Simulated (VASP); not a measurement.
**SrScIr2 with r2SCAN: from relaxation to properties**

Wanted: the relaxed cell of SrScIr2 and its properties. The steps: rough relaxation of the start cell, relaxing cell and atoms (r2SCAN), density, ELF and potential (r2SCAN), band structure (r2SCAN), total and projected DOS (r2SCAN), independent-particle dielectric function (r2SCAN) and bands along the symmetry lines (r2SCAN + SOC). The cell is generated by rule, not measured, and may not be a known phase. Left out of this account: 1 further run (core levels: core levels are not valid at this level).

Main program and level: VASP 6.6.1; r2SCAN; plane waves and PAW (Sr_sv, Sc_sv, Ir), in the first sound run; inputs show where later runs differ.

## (1) The structure

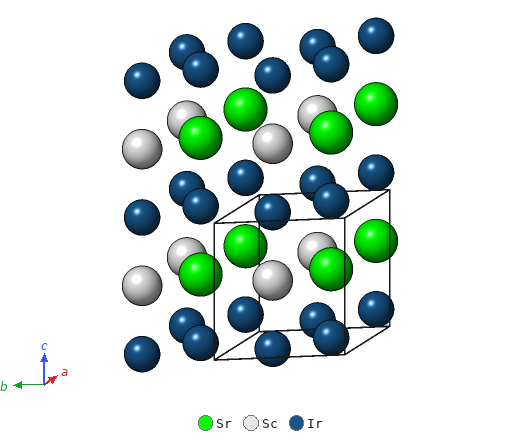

Start, viewed from a free direction; strontium green, scandium white, iridium blue. 2×2×2 cells are drawn. Some periodic images of atoms are drawn too.

## (2) Rough relaxation of the start cell

The start is only an estimate, so a cheap relaxation brings it near a minimum before any careful run. r2SCAN adds the kinetic-energy density, costs more than a GGA and is run with LASPH.

The input, INCAR:

```
SYSTEM = SrScIr2
PREC = Normal
ENCUT = 400
EDIFF = 1E-05
NELM = 60
ISMEAR = 0
SIGMA = 0.05
LREAL = .FALSE.
ALGO = Normal
METAGGA = R2SCAN
LASPH = .TRUE.
NBANDS = 25
LORBIT = 11
LWAVE = .FALSE.
LCHARG = .FALSE.
KPAR = 2
IBRION = 2
NSW = 40
ISIF = 3
EDIFFG = -0.04
```

The input, POSCAR:

```
SrScIr2
1.0
    4.3844142700      0.0000000000      0.0000000000
   -2.1922071400      3.7970141400      0.0000000000
    0.0000000000      0.0000000000      4.6401532000
Sr Sc Ir
1 1 2
Direct
    0.6666666700      0.3333333300      0.5000000000
    0.3333333300      0.6666666700      0.5000000000
    0.3333333300      0.6666666700      0.0000000000
    0.6666666700      0.3333333300      0.0000000000
```

The input, KPOINTS:

```
Automatic mesh
0
Gamma
4 4 4
0 0 0
```

PAW data sets: Sr_sv, Sc_sv and Ir (PBE family, release 64).

The run is started by

```console
mpirun -np 2 vasp_std
```

Log:

```text
[banner, memory and clock lines left out]
running    2 mpi-ranks, on    1 nodes
 distrk:  each k-point on    1 cores,    2 groups
 distr:  one band on    1 cores,    1 groups

 POSCAR found type information on POSCAR SrScIr
 POSCAR found :  3 types and       4 ions
|                                                                             |
|               ----> ADVICE to this user running VASP <----                  |
|                                                                             |
|     You enforced a specific xc type in the INCAR file but a different       |
|     [... a line on the potential file left out ...]
|     I HOPE YOU KNOW WHAT YOU ARE DOING!                                     |
|                                                                             |

 LDA part: xc-table for (None), standard interpolation
 POSCAR, INCAR and KPOINTS ok, starting setup
 FFT: planning ... GRIDC
 FFT: planning ... GRID_SOFT
 FFT: planning ... GRID
 WAVECAR not read
 entering main loop
       N       E                     dE             d eps       ncg     rms          rms(c)
DAV:   1     0.355204363137E+03    0.35520E+03   -0.16595E+04   600   0.134E+03
DAV:   2    -0.893764685426E+02   -0.44458E+03   -0.43702E+03   608   0.508E+02
DAV:   3    -0.133498092831E+03   -0.44122E+02   -0.42748E+02  1010   0.146E+02
DAV:   4    -0.136507151800E+03   -0.30091E+01   -0.29524E+01  1064   0.355E+01
DAV:   5    -0.136606014631E+03   -0.98863E-01   -0.98747E-01   864   0.487E+00    0.478E+01
DAV:   6    -0.124877063263E+03    0.11729E+02   -0.18935E+01   992   0.331E+01    0.209E+01
DAV:   7    -0.125379582377E+03   -0.50252E+00   -0.23514E+01  1008   0.280E+01    0.167E+01
DAV:   8    -0.124085568374E+03    0.12940E+01   -0.12331E+01   975   0.265E+01    0.505E+00
DAV:   9    -0.124097928205E+03   -0.12360E-01   -0.40279E-01   830   0.384E+00    0.211E+00
DAV:  10    -0.124084800540E+03    0.13128E-01   -0.95680E-02   878   0.254E+00    0.549E-01
DAV:  11    -0.124084167011E+03    0.63353E-03   -0.96745E-03  1007   0.735E-01    0.323E-01
DAV:  12    -0.124084060514E+03    0.10650E-03   -0.24489E-03   950   0.419E-01    0.114E-01
DAV:  13    -0.124084083361E+03   -0.22847E-04   -0.21286E-04   976   0.123E-01    0.619E-02
DAV:  14    -0.124084087158E+03   -0.37968E-05   -0.58565E-05   754   0.745E-02
   1 F= -.12408409E+03 E0= -.12408029E+03  d E =-.124084E+03
 curvature:   0.00 expect dE= 0.000E+00 dE for cont linesearch  0.000E+00
 trial: gam= 0.00000 g(F)=  0.149E-42 g(S)=  0.131E+02 ort = 0.000E+00 (trialstep = 0.100E+01)
 search vector abs. value=  0.131E+02
 bond charge predicted
       N       E                     dE             d eps       ncg     rms          rms(c)
DAV:   1    -0.236769165121E+03   -0.11269E+03   -0.31157E+03   739   0.526E+02    0.196E+02
DAV:   2    -0.235341420718E+03    0.14277E+01   -0.27595E+03   959   0.475E+02    0.966E+01
DAV:   3    -0.149048831304E+03    0.86293E+02   -0.12888E+02   906   0.115E+02    0.808E+01
DAV:   4    -0.135809945259E+03    0.13239E+02   -0.27319E+01   880   0.280E+01    0.640E+01
DAV:   5    -0.127066669342E+03    0.87433E+01   -0.14523E+01  1072   0.433E+01    0.353E+01
DAV:   6    -0.123794100404E+03    0.32726E+01   -0.41760E+01  1016   0.234E+01    0.233E+01
DAV:   7    -0.123347219628E+03    0.44688E+00   -0.36387E+00   978   0.889E+00    0.230E+01
DAV:   8    -0.123718336146E+03   -0.37112E+00   -0.66272E+00   968   0.125E+01    0.229E+01
DAV:   9    -0.124401644762E+03   -0.68331E+00   -0.37588E+00   952   0.158E+01    0.158E+01
DAV:  10    -0.130673639504E+03   -0.62720E+01   -0.56811E+01  1008   0.264E+01    0.329E+01
DAV:  11    -0.129891739212E+03    0.78190E+00   -0.23750E+00  1032   0.908E+00    0.328E+01
DAV:  12    -0.131516979352E+03   -0.16252E+01   -0.64105E-01  1030   0.391E+00    0.343E+01
DAV:  13    -0.137731635503E+03   -0.62147E+01   -0.66556E+00   861   0.184E+01    0.424E+01
DAV:  14    -0.128646888685E+03    0.90847E+01   -0.10186E+01   910   0.291E+01    0.291E+01
DAV:  15    -0.128060942056E+03    0.58595E+00   -0.47832E-01   958   0.531E+00    0.273E+01
DAV:  16    -0.123738990290E+03    0.43220E+01   -0.17155E+01   942   0.224E+01    0.117E+01
DAV:  17    -0.124078847384E+03   -0.33986E+00   -0.30434E-01   848   0.359E+00    0.118E+01
DAV:  18    -0.124247631995E+03   -0.16878E+00   -0.99607E-02   944   0.180E+00    0.127E+01
DAV:  19    -0.124290769221E+03   -0.43137E-01   -0.45415E-02   942   0.162E+00    0.131E+01
DAV:  20    -0.123911262988E+03    0.37951E+00   -0.40224E-01  1001   0.249E+00    0.102E+01
DAV:  21    -0.124007283631E+03   -0.96021E-01   -0.14620E-01  1031   0.269E+00    0.912E+00
DAV:  22    -0.123757783107E+03    0.24950E+00   -0.83298E-01   928   0.210E+00    0.475E+00
DAV:  23    -0.123736651399E+03    0.21132E-01   -0.17825E-01   991   0.303E+00    0.263E+00
DAV:  24    -0.123764720087E+03   -0.28069E-01   -0.23046E-02   785   0.881E-01    0.344E+00
DAV:  25    -0.123712875195E+03    0.51845E-01   -0.13473E-01   976   0.211E+00    0.194E+00
DAV:  26    -0.123725116418E+03   -0.12241E-01   -0.42495E-02   976   0.155E+00    0.163E+00
DAV:  27    -0.123725356022E+03   -0.23960E-03   -0.18168E-02   822   0.770E-01    0.132E+00
DAV:  28    -0.123733832798E+03   -0.84768E-02   -0.18972E-02   984   0.106E+00    0.138E+00
DAV:  29    -0.123738219139E+03   -0.43863E-02   -0.88883E-03   938   0.675E-01    0.970E-01
DAV:  30    -0.123738795842E+03   -0.57670E-03   -0.20451E-03   846   0.240E-01    0.841E-01
DAV:  31    -0.123737652313E+03    0.11435E-02   -0.14634E-03   923   0.262E-01    0.640E-01
DAV:  32    -0.123736520076E+03    0.11322E-02   -0.11188E-03   948   0.242E-01    0.484E-01
DAV:  33    -0.123735846189E+03    0.67389E-03   -0.55125E-04   955   0.157E-01    0.416E-01
DAV:  34    -0.123734568784E+03    0.12774E-02   -0.22882E-03   952   0.330E-01    0.376E-01
DAV:  35    -0.123733962092E+03    0.60669E-03   -0.27749E-04   960   0.119E-01    0.325E-01
DAV:  36    -0.123733788673E+03    0.17342E-03   -0.15917E-04   952   0.855E-02    0.287E-01
DAV:  37    -0.123733509364E+03    0.27931E-03   -0.53315E-04   983   0.152E-01    0.183E-01
DAV:  38    -0.123733469229E+03    0.40134E-04   -0.19843E-04   976   0.101E-01    0.144E-01
DAV:  39    -0.123733385462E+03    0.83768E-04   -0.17631E-04   982   0.891E-02    0.856E-02
DAV:  40    -0.123733343479E+03    0.41982E-04   -0.16910E-04  1047   0.870E-02    0.354E-02
DAV:  41    -0.123733334274E+03    0.92051E-05   -0.59347E-05   861   0.511E-02
   2 F= -.12373333E+03 E0= -.12372282E+03  d E =0.350753E+00
[...]
3 F= -.12617972E+03 E0= -.12617516E+03  d E =-.209563E+01
[...]
4 F= -.12619329E+03 E0= -.12618837E+03  d E =-.210920E+01
[...]
5 F= -.12619455E+03 E0= -.12618950E+03  d E =-.211046E+01
 curvature:  -0.28 expect dE=-0.274E-02 dE for cont linesearch -0.775E-08
 trial: gam= 0.00079 g(F)=  0.137E-42 g(S)=  0.974E-02 ort =-0.600E-03 (trialstep = 0.877E+00)
 search vector abs. value=  0.974E-02
 bond charge predicted
       N       E                     dE             d eps       ncg     rms          rms(c)
DAV:   1    -0.126253335308E+03   -0.58778E-01   -0.17528E+00   715   0.139E+01    0.138E+00
DAV:   2    -0.126244692664E+03    0.86426E-02   -0.38946E-01  1005   0.452E+00    0.192E+00
DAV:   3    -0.126207621884E+03    0.37071E-01   -0.27756E-01   942   0.318E+00    0.626E-01
DAV:   4    -0.126199151678E+03    0.84702E-02   -0.40686E-02   817   0.130E+00    0.391E-01
DAV:   5    -0.126198833199E+03    0.31848E-03   -0.76021E-03  1057   0.739E-01    0.181E-01
DAV:   6    -0.126198573681E+03    0.25952E-03   -0.26321E-03   914   0.475E-01    0.104E-01
DAV:   7    -0.126198578163E+03   -0.44815E-05   -0.41258E-04  1069   0.175E-01    0.704E-02
DAV:   8    -0.126198587951E+03   -0.97882E-05   -0.71904E-05   806   0.684E-02
   6 F= -.12619859E+03 E0= -.12619368E+03  d E =-.403628E-02
 trial-energy change:   -0.004036  1 .order   -0.004535   -0.008540   -0.000530
 step:   0.9763(harm=  0.9351)  dis= 0.00000  next Energy=  -126.198617 (dE=-0.407E-02)
 reached required accuracy - stopping structural energy minimisation
```

Run time: 77 s. Hardware: 2 MPI ranks of Intel Xeon 6975P-C (Granite Rapids), shared host; peak memory 0.3 GiB; 2.5 min of CPU time.

The logs omit lines about the potential files and the build; timing stands in the text.

OUTCAR, selected parts (step 2):

```text
ion  position               nearest neighbor table
   1  0.667  0.333  0.500-   4 2.32   4 2.32   2 2.53   2 2.53   2 2.53   3 3.43   3 3.43   3 3.43
                             3 3.43   3 3.43   3 3.43
   2  0.333  0.667  0.500-   3 2.32   3 2.32   1 2.53   1 2.53   1 2.53
   3  0.333  0.667  0.000-   2 2.32   2 2.32   4 2.53   4 2.53   4 2.53   1 3.43   1 3.43   1 3.43
                             1 3.43   1 3.43   1 3.43
   4  0.667  0.333  0.000-   1 2.32   1 2.32   3 2.53   3 2.53   3 2.53

  LATTYP: Found a hexagonal cell.
 ALAT       =     4.3844142700
 C/A-ratio  =     1.0583290981

 Subroutine GETGRP returns: Found 12 space group operations
 (whereof 12 operations were pure point group operations)

The static configuration has the point symmetry D_3h.

 Found     12 irreducible k-points:

   k-points           NKPTS =     12   k-points in BZ     NKDIM =     12   number of bands    NBANDS=     25

   dimension x,y,z NGX =    24 NGY =   24 NGZ =   24
   dimension x,y,z NGXF=    48 NGYF=   48 NGZF=   48

   ENCUT  =  400.0 eV  29.40 Ry    5.42 a.u.   7.15  7.15  7.57*2*pi/ulx,y,z

   NELECT =      39.0000    total number of electrons

 k-points in reciprocal lattice and weights: Automatic mesh
   0.00000000  0.00000000  0.00000000       0.016
   0.25000000 -0.00000000  0.00000000       0.094
   0.50000000 -0.00000000  0.00000000       0.047
   0.25000000  0.25000000  0.00000000       0.094
   0.00000000  0.00000000  0.25000000       0.031
   0.25000000 -0.00000000  0.25000000       0.188
   0.50000000 -0.00000000  0.25000000       0.094
   0.25000000  0.25000000  0.25000000       0.188
   0.00000000  0.00000000  0.50000000       0.016
   0.25000000 -0.00000000  0.50000000       0.094
   0.50000000 -0.00000000  0.50000000       0.047
   0.25000000  0.25000000  0.50000000       0.094

 average (electrostatic) potential at core
       1 -41.7257       2 -51.8690       3 -58.9614       4 -58.6436

 E-fermi :   3.7557

 k-point     1 :       0.0000    0.0000    0.0000
  band No.  band energies     occupation
    ...
     16       1.8968      2.00000
     17       1.8968      2.00000
     18       2.8192      2.00000
     19       2.8192      2.00000
     20       2.9862      2.00000
     21       5.3393      0.00000
     22       5.3394      0.00000
     23       5.4597      0.00000
     24       6.2939      0.00000
     25       6.2939      0.00000

 k-point     2 :       0.2500   -0.0000    0.0000
  band No.  band energies     occupation
    ...
     15       1.3184      2.00000
     16       2.2521      2.00000
     17       2.3123      2.00000
     18       3.0420      2.00000
     19       3.1088      2.00000
     20       3.9457      0.00000
     21       4.3260      0.00000
     22       4.8549      0.00000
     23       6.2211      0.00000
     24       6.3009      0.00000
    ...

 k-point     3 :       0.5000   -0.0000    0.0000
  band No.  band energies     occupation
    ...
     14       0.5444      2.00000
     15       1.0607      2.00000
     16       1.9776      2.00000
     17       2.1955      2.00000
     18       3.3637      2.00000
     19       3.8628      0.00245
     20       4.1697      0.00000
     21       4.5037      0.00000
     22       4.9452      0.00000
     23       5.6341      0.00000
    ...

  Total        0.0354626      0.0354626     -0.0242374     -0.0000000     -0.0000000      0.0000000
  in kB        0.5828532      0.5828532     -0.3983581     -0.0000000     -0.0000000      0.0000000
  external PRESSURE =       0.2557828 kB  Pullay stress =       0.0000000 kB

  energy-cutoff  :      400.00
  volume of cell :       97.48
      direct lattice vectors                 reciprocal lattice vectors
     4.630600616 -0.000000000 -0.000000000     0.215954707  0.124681509  0.000000000
    -2.315300314  4.010217770  0.000000000     0.000000000  0.249363017  0.000000000
     0.000000000 -0.000000000  5.249488463    -0.000000000 -0.000000000  0.190494751

 POSITION                                       TOTAL-FORCE (eV/Angst)
 -----------------------------------------------------------------------------------
      2.31530      1.33674      2.62474         0.000000      0.000000      0.000000
     -0.00000      2.67348      2.62474         0.000000     -0.000000      0.000000
     -0.00000      2.67348      0.00000        -0.000000      0.000000      0.000000
      2.31530      1.33674      5.24949        -0.000000      0.000000      0.000000
 -----------------------------------------------------------------------------------
    total drift:                                0.000010     -0.000005      0.000000

  FREE ENERGIE OF THE ION-ELECTRON SYSTEM (eV)
  ---------------------------------------------------
  free  energy   TOTEN  =      -126.1985879508 eV

  energy  without entropy=     -126.1887647698  energy(sigma->0) =     -126.19367636

 reached required accuracy - stopping structural energy minimisation

 total charge
# of ion       s       p       d       tot
------------------------------------------
    1        2.051   5.854   0.585   8.490
    2        2.215   6.087   1.315   9.617
    3        0.731   0.409   6.974   8.115
    4        0.732   0.367   7.073   8.171
--------------------------------------------------
tot          5.730  12.717  15.947  34.393

[... 3 further parts left out ...]
```

CONTCAR:

```
SrScIr2
   1.00000000000000
     4.6306006160311810   -0.0000000003293531   -0.0000000000000000
    -2.3153003135815706    4.0102177701419492    0.0000000000000000
     0.0000000000000000   -0.0000000000000000    5.2494884628508949
  Sr              Sc              Ir
     1     1     2
Direct
     0.6666666699999979    0.3333333300000021    0.5000000000000000
     0.3333333300000021    0.6666666699999979    0.5000000000000000
     0.3333333300000021    0.6666666699999979    0.0000000000000000
     0.6666666699999979    0.3333333300000021    1.0000000000000000
```

This run has no spin polarisation. Its electron count is odd, so without a moment it is a metal by construction. The k-mesh is coarse for a metal. This relaxation is a rough one on cheap settings, only to bring the start near its minimum. The PAW data sets were made with PBE, which is usual practice but a small mismatch for other functionals. After so large a change of volume the plane waves of the start cell no longer fit, so the final stress carries a basis-set error. The run keeps the 12 symmetry operations of its start, so it cannot find a distortion of lower symmetry.

Relaxation path:

| step | energy less that of the first step (eV) | largest force (eV/Å) | pressure (GPa) | volume (Å³) |
| --- | --- | --- | --- | --- |
| 1 | 0.0000 | 0.0000 | 35.05 | 77.25 |
| 2 | 0.3508 | 0.0000 | -12.98 | 133.27 |
| 3 | -2.0956 | 0.0000 | -1.49 | 98.76 |
| 4 | -2.1092 | 0.0000 | -0.17 | 97.31 |
| 5 | -2.1105 | 0.0000 | 0.39 | 96.71 |
| 6 | -2.1145 | 0.0000 | 0.03 | 97.48 |

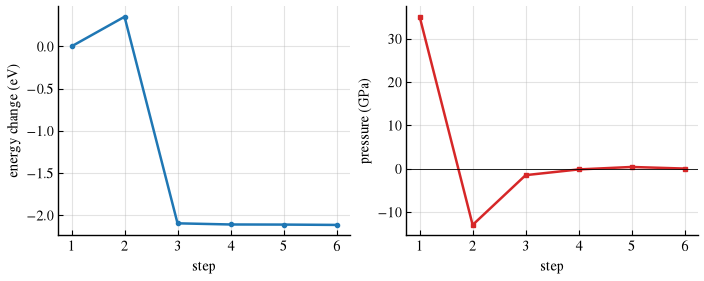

Energy and pressure along the relaxation.

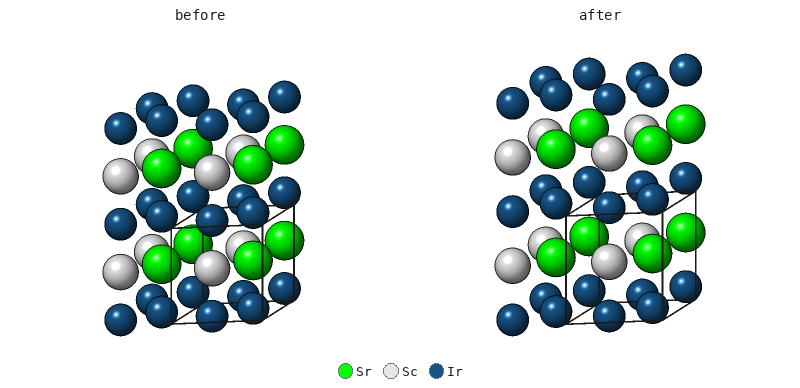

The structure before and after the relaxation, drawn at the same scale.

| cell as run | before | after | change |
| --- | --- | --- | --- |
| a (Å) | 4.384 | 4.631 | +5.6 % |
| b (Å) | 4.384 | 4.631 | +5.6 % |
| c (Å) | 4.640 | 5.249 | +13.1 % |
| volume (Å³/atom) | 19.31 | 24.37 | +26.2 % |

Final coordinates:

```cif
data_structure
_symmetry_space_group_name_H-M 'P 1'
_symmetry_Int_Tables_number 1
_cell_length_a 4.6306
_cell_length_b 4.6306
_cell_length_c 5.2495
_cell_angle_alpha 90.000
_cell_angle_beta 90.000
_cell_angle_gamma 120.000
_cell_volume 97.48
loop_
_atom_site_label
_atom_site_type_symbol
_atom_site_fract_x
_atom_site_fract_y
_atom_site_fract_z
_atom_site_occupancy
Sr1 Sr 0.66667 0.33333 0.50000 1
Sc2 Sc 0.33333 0.66667 0.50000 1
Ir3 Ir 0.33333 0.66667 0.00000 1
Ir4 Ir 0.66667 0.33333 0.00000 1
```

Numbers from this step:

| Quantity | Value |
| --- | --- |
| electrons | 39 |
| bands | 25 |
| irreducible k-points | 12 |
| symmetry operations | 12 |
| free energy (TOTEN) | -126.1986 eV |
| energy at zero smearing | -126.1937 eV |
| Fermi energy | 3.756 eV |
| pressure | 0.02558 GPa |
| metallic | yes |
| SCF cycles over all ionic steps | 94 |

It ends with forces that vanish by symmetry and a pressure of 0.03 GPa.

(Continued in part 2 of 4.)

[Lines on the potential files, build, host, timing and source positions are cut from VASP's logs without a mark.]

[Logs are printed without paths, hosts, clocks, repeated set-up lines and the standing remarks that a program may print on its own settings, such as how far it seeks lower states.]

[Hosts, paths, dates, database ids (printed as entryN), source tags and the programs' standing remarks are cut or masked in the printed files.]

[A measured line is paired with the nearest computed mode of its activity, which favours agreement.]
